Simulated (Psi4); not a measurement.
# SiH3O (SMILES O[SiH2]): UPBE/def2-SVP (sweep point 5)

What is the vertical ionisation energy of SiH3O at UPBE/def2-SVP (sweep point 5)? 

Program for the calculation: Psi4 1.11.

4 further runs of the same task are left out: 4 set aside as unsound or not needed.

## (1) The molecule

The species is SiH3O (5 atoms), meant as a doublet with charge 0. As SMILES, `O[SiH2]`. The shape is that of a GFN2-xTB optimisation. This is one conformer, not always the lowest.

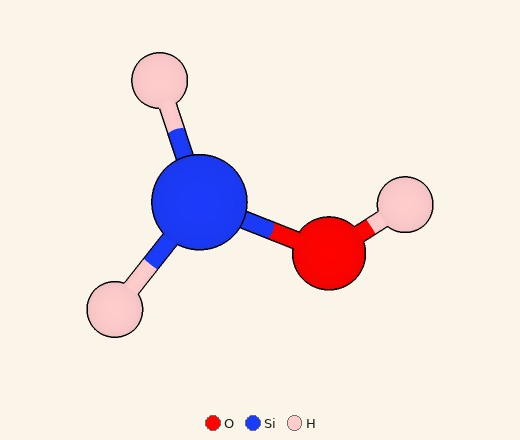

Viewed from a chosen angle; oxygen red, silicon blue, hydrogen pink.

## (2) A single-point energy at UPBE/def2-SVP (sweep point 5)

Contents of input.dat:

```
memory 1600 MB

molecule m {
  0 2
  O      0.557310    -0.433760     0.798460
  Si     0.001930     0.341950    -0.533940
  H      0.725690    -1.370660     0.814800
  H     -1.244820    -0.253580    -1.000760
  H     -0.040110     1.716040    -0.078560
  units angstrom
  symmetry c1
}

set basis def2-SVP
set reference uks
set puream true
set scf_type pk
set dft_radial_points 75
set dft_spherical_points 302
set maxiter 150

e, wfn = energy('pbe', return_wfn=True)
```

Started as:

```bash
psi4 input.dat output.dat -n 1
```

output.dat:

```text
[...]
  Running in c1 symmetry.
[...]
  Nuclear repulsion =   58.013667488630723
[...]
  Multiplicity = 2
[...]
  Nalpha       = 13
  Nbeta        = 12
[...]
    Number of basis functions: 47
[...]
   @UKS iter   1:  -365.90135599479322   -1.14408e-01   1.49425e-02 ADIIS/DIIS
[...]
   @UKS iter   9:  -366.10103511466718   -3.46267e-09   3.86074e-07 DIIS
[...]
   @S^2 Observed:                7.512214513E-01
[...]
    Orbital Energies [Eh]
    ---------------------
    Alpha Occupied:
       1A    -65.412266     2A    -18.763289     3A     -5.067688
       4A     -3.484208     5A     -3.482696     6A     -3.479722
       7A     -0.910212     8A     -0.520799     9A     -0.410488
      10A     -0.339607    11A     -0.318328    12A     -0.278343
      13A     -0.159721
    Alpha Virtual:
      14A     -0.012332    15A      0.049118    16A      0.065871
      17A      0.086027    18A      0.155560    19A      0.280518
      20A      0.331024    21A      0.370832    22A      0.412768
      23A      0.423608    24A      0.468272    25A      0.482254
[...]
  @UKS Final Energy:  -366.10103511466718
   => Energetics <=
    Nuclear Repulsion Energy =             58.0136674886307233
    One-Electron Energy =                -621.6147149608651716
    Two-Electron Energy =                 227.8994149519782582
    DFT Exchange-Correlation Energy =     -30.3994025944110255
    Empirical Dispersion Energy =           0.0000000000000000
    VV10 Nonlocal Energy =                  0.0000000000000000
    Total Energy =                       -366.1010351146671837
[...]
 Multipole Moments:
 ------------------------------------------------------------------------------------
     Multipole            Electronic (a.u.)      Nuclear  (a.u.)        Total (a.u.)
 ------------------------------------------------------------------------------------
 L = 1.  Multiply by 2.5417464519 to convert [e a0] to [Debye]
 Dipole X            :          1.0245298           -1.0292716           -0.0047418
 Dipole Y            :         -0.4443258           -0.0729633           -0.5172891
 Dipole Z            :          0.0243053           -0.1087869           -0.0844816
 Magnitude           :                                                    0.5241638
[...]
```

Wall time 11 s (1 thread of AMD EPYC, shared host); peak memory 0.35 GiB.

## (3) The singlet cation at the same level

Contents of calc.inp:

```
memory 1600 mb

molecule m {
  1 1
  O      0.557310    -0.433760     0.798460
  Si     0.001930     0.341950    -0.533940
  H      0.725690    -1.370660     0.814800
  H     -1.244820    -0.253580    -1.000760
  H     -0.040110     1.716040    -0.078560
  symmetry c1
}

set basis def2-SVP
set reference rks
set puream true
set scf_type pk
set dft_radial_points 75
set dft_spherical_points 302

energy('pbe')
```

Started as:

```bash
psi4 -i calc.inp -o calc.out -n 1
```

calc.out:

```text
[...]
  Running in c1 symmetry.
[...]
  Nuclear repulsion =   58.013667488630723
[...]
  Multiplicity = 1
[...]
  Nalpha       = 12
  Nbeta        = 12
[...]
    Number of basis functions: 47
[...]
   @RKS iter   1:  -365.62384764417146    1.63101e-01   1.41341e-02 DIIS/ADIIS
[...]
   @RKS iter   9:  -365.80937677654038   -6.32326e-09   3.07996e-07 DIIS
[...]
    Orbital Energies [Eh]
    ---------------------
    Doubly Occupied:
       1A    -65.740097     2A    -19.047660     3A     -5.391245
       4A     -3.811633     5A     -3.804578     6A     -3.800519
       7A     -1.180531     8A     -0.790428     9A     -0.680153
      10A     -0.605457    11A     -0.586408    12A     -0.542754
[...]
  @RKS Final Energy:  -365.80937677654038
   => Energetics <=
    Nuclear Repulsion Energy =             58.0136674886307233
    One-Electron Energy =                -614.3140170582678365
    Two-Electron Energy =                 220.5715830745641313
    DFT Exchange-Correlation Energy =     -30.0806102814674325
    Empirical Dispersion Energy =           0.0000000000000000
    VV10 Nonlocal Energy =                  0.0000000000000000
    Total Energy =                       -365.8093767765403754
[...]
 Multipole Moments:
 ------------------------------------------------------------------------------------
     Multipole            Electronic (a.u.)      Nuclear  (a.u.)        Total (a.u.)
 ------------------------------------------------------------------------------------
 L = 1.  Multiply by 2.5417464519 to convert [e a0] to [Debye]
 Dipole X            :          0.9316735           -1.0292716           -0.0975981
 Dipole Y            :         -0.1392822           -0.0729633           -0.2122455
 Dipole Z            :         -0.9395842           -0.1087869           -1.0483711
 Magnitude           :                                                    1.0740836
[...]
```

Run time: 6.9 s. Hardware: 1 thread of AMD EPYC, shared host; peak memory 0.34 GiB.

## (4) Summary of results

At UPBE/def2-SVP (sweep point 5):

| quantity | value |
| --- | --- |
| doublet SiH3O: total energy | -366.10104 Eh |
| doublet SiH3O: dipole moment | 1.33 D |
| doublet SiH3O: HOMO energy (highest over α and β) | -4.35 eV |
| doublet SiH3O: LUMO energy (lowest over α and β) | -2.66 eV |
| doublet SiH3O: ⟨S²⟩ | 0.751 |
| singlet cation: total energy | -365.80938 Eh |
| singlet cation: HOMO energy | -14.77 eV |
| singlet cation: LUMO energy | -11.37 eV |
| singlet cation: HOMO–LUMO gap | 3.40 eV |
| vertical ionisation energy (to the singlet cation) | 7.936 eV |

**Reading.** The vertical ionisation energy comes to 7.94 eV (183 kcal/mol). Only the singlet of the ionised species was computed; a triplet could lie lower.
